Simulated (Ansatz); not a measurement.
A series of calculations on C2H5F3Ga

Part 1: Relaxation

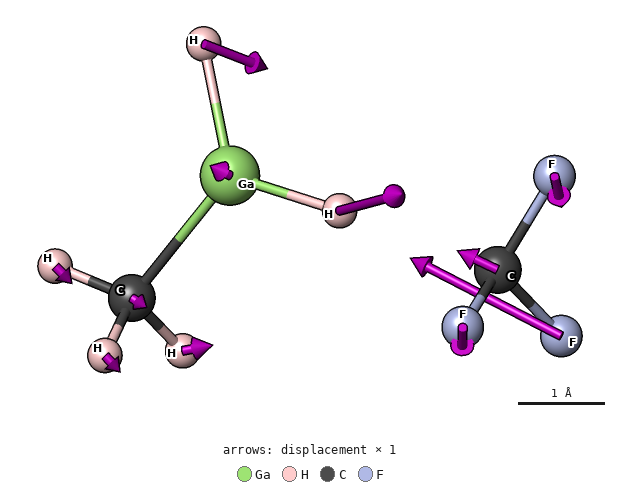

A relaxation of C2H5F3Ga (multiplicity 2). The starting structure is drawn; purple arrows show the displacements, at their true length. The two geometries are superimposed by the best rigid fit.

The picture is a ball-and-stick view, seen at a tilt.

The run prepares an end point of a later path (reaction) calculation, from a guessed geometry.

Method: UKS PBE/def2-SVP (Ansatz 0.2.0). Set-up: collinear spin; force threshold 0.03 eV/Å; at most 50 steps.

> What did the optimiser do to the structure, and how much energy did it gain?

The largest move after the best rigid fit is that of an F atom, 2.07 Å. By element the largest moves are F 2.07 Å, H 1.94 Å, C 0.54 Å, Ga 0.34 Å. Some distances before and after: F–Ga 4.486 → 2.633 Å, Ga–H 1.580 → 3.318 Å, C–H 2.310 → 1.113 Å, C–F 1.332 → 1.371 Å. New bonds form, among them: C–H (2.31 → 1.11 Å). Bonds break, among them: Ga–H (1.58 → 3.32 Å). Bond angles that change, for instance: Ga–C–H 113.8° → 108.0°, Ga–C–H 109.4° → 113.2°, H–Ga–C 123.0° → 119.7°. Groups turn about C–Ga by about 65°. The energy falls by 29.1 kcal/mol in 40 accepted moves (43 points after the start). The largest force component goes from 0.3 to 0.011 eV/Å. The line search rejected the trial steps at points 20, 33, 42 of the run. The forces were under the threshold at step 14, but the run went on from there. Cost: 100 s on 4 threads of Arm Neoverse V1, on a shared host, peak memory 0.22 GiB.

Limits of the set-up: the start holds two separate molecules, 2.3 Å apart at their closest, whose relative position is a soft coordinate and is computed without a dispersion correction.

Part 2: Relaxation

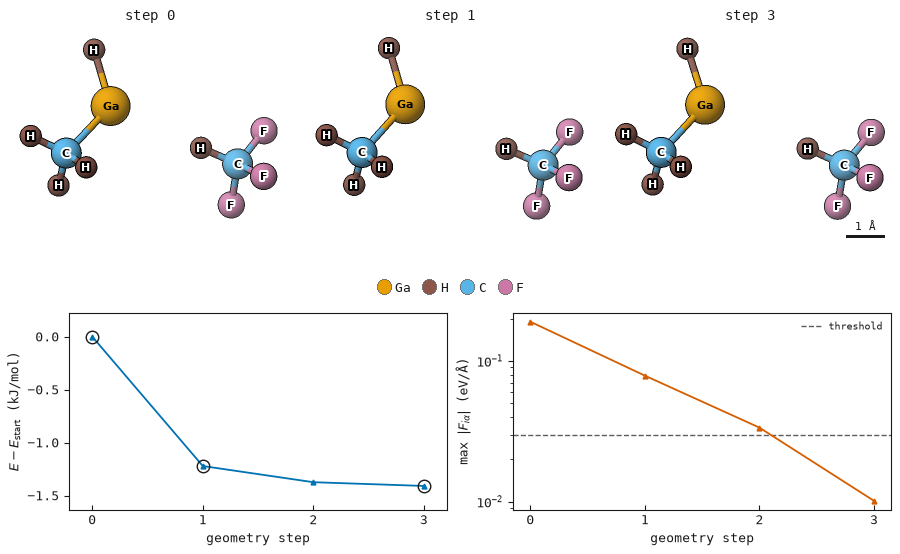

Frames of a relaxation of C2H5F3Ga (multiplicity 2), marked on the history of the run. Style: ball-and-stick. Shown at a tilt.

The run prepares an end point of a later path (reaction) calculation, from a guessed geometry.

All numbers below come from Ansatz, UKS PBE/def2-SVP.

Input file:
```yaml
crystal:
  periodic: [false, false, false]
  atoms:
    - { symbol: Ga, position_ang: [0.081961, 0.001611, -0.397882] }
    - { symbol: H, position_ang: [0.01786, 0.000266, 2.371122] }
    - { symbol: H, position_ang: [1.436061, -0.002561, -1.288249] }
    - { symbol: C, position_ang: [-1.742758, 0.003088, -1.220486] }
    - { symbol: H, position_ang: [-2.27745, -0.91618, -0.899449] }
    - { symbol: H, position_ang: [-2.318058, 0.866328, -0.823698] }
    - { symbol: H, position_ang: [-1.724395, 0.048878, -2.328301] }
    - { symbol: C, position_ang: [0.01656, -0.000211, 3.488073] }
    - { symbol: F, position_ang: [-0.665854, -1.062696, 3.956696] }
    - { symbol: F, position_ang: [1.276843, -0.060108, 3.955798] }
    - { symbol: F, position_ang: [-0.56247, 1.121485, 3.957676] }
magnetization:
  spin_polarized: true
  initial_magnetization: 1
basis:
  gaussian: { orbitals: def2-SVP }
hamiltonian:
  xc: pbe
relax:
  f_tol: 0.03
  max_steps: 50
```

Launched with:
```bash
ansatz run input.yaml --threads 4 --pin off --max-ram 5120MiB --backend cpu --events-out ev --progress --plain --runs-dir out
```

Question: Describe the path.

Answer: The largest move after the best rigid fit is that of F10, 0.21 Å. Largest moves by element: F 0.21 Å, H 0.20 Å, C 0.19 Å, Ga 0.16 Å. Among the contacts that change: Ga1–H3 1.621 → 1.616 Å. Bond angles that change, for instance: Ga1–C4–H7 113.3° → 110.9°. The energy falls by 1.41 kJ/mol in 3 geometry steps. Largest force component: 0.19 eV/Å at the start, 0.01 eV/Å at the end. Cost: 11 s on 4 threads of Arm Neoverse V1, on a shared host, peak memory 0.21 GiB. From step 0 to 1: H and C and F atoms move most (0.17 Å), energy −1.22 kJ/mol. From step 1 to 3: H3 moves most (0.05 Å), energy −0.19 kJ/mol.

| step | E − E(0), kJ/mol | largest force component, eV/Å |
| --- | --- | --- |
| 0 | 0.00 | 0.1904 |
| 1 | -1.22 | 0.0787 |
| 2 | -1.37 | 0.0336 |
| 3 | -1.41 | 0.0101 |

Limits of the set-up: the start holds two separate molecules, 2.8 Å apart at their closest, whose relative position is a soft coordinate and is computed without a dispersion correction.

Part 3: Path

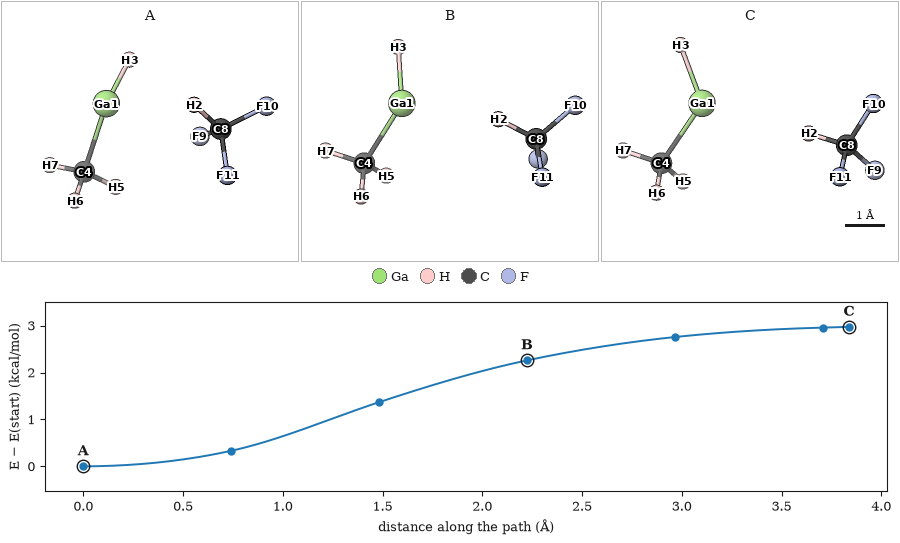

NEB run on C2H5F3Ga (multiplicity 2), made up at the start of CH4Ga and CHF$_{3}$. Images are numbered from 0 (start) to 6 (end). Frames A to C are images 0, 3, 6. A ball-and-stick model, seen from a free direction.

All numbers below come from Ansatz, UKS PBE/def2-SVP. Set-up: 5 movable images; climbing image; force threshold 0.03 eV/Å; iteration limit 60; starting path through a guess of the saddle point.

### Describe the mechanism and the energy profile.

No barrier shows: the energy is highest at the end, and the end lies 2.97 kcal/mol above the start. No bond forms or breaks between the ends. The band converged in 12 iterations. The largest component of the band force went from 18 to 0.023 eV/Å.

Limits of the set-up: the start holds two separate molecules, 2.6 Å apart at their closest, whose relative position is a soft coordinate and is computed without a dispersion correction.
